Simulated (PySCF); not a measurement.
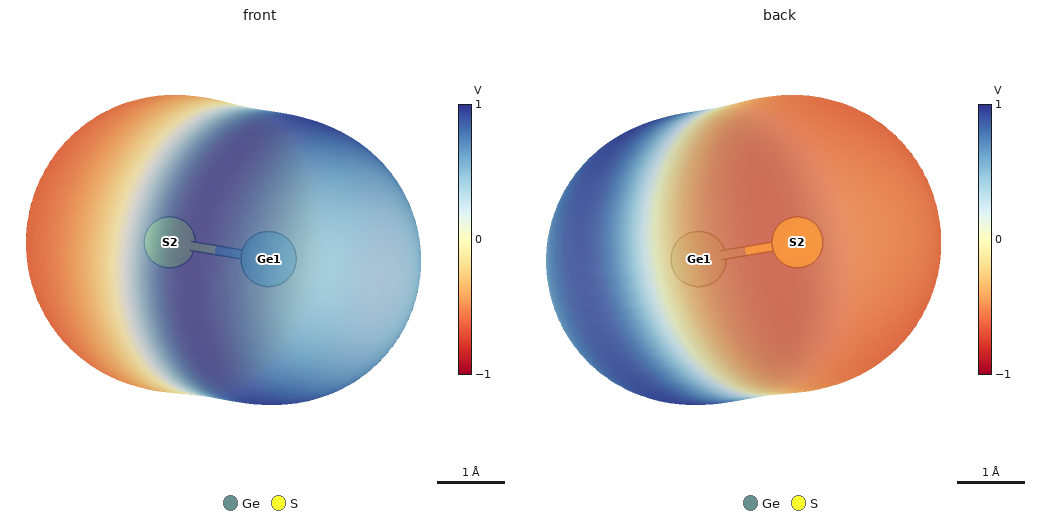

Figure 1: GeS. The electrostatic potential painted on the density surface at 0.001 e/bohr³, seen from the front and from behind; the colour scale runs from red (negative) to blue (positive).

These are results of PBE0/6-31G(d,p), non-relativistic, at a bond length of 2.027 Å (PySCF 2.14.0), not measurements.

Question: Describe the electrostatic potential map.

Answer: The most negative region (about −0.6 V, or −14 kcal/mol for a unit charge) lies over S2, the most positive (about +0.9 V, or +21 kcal/mol for a unit charge) over Ge1.
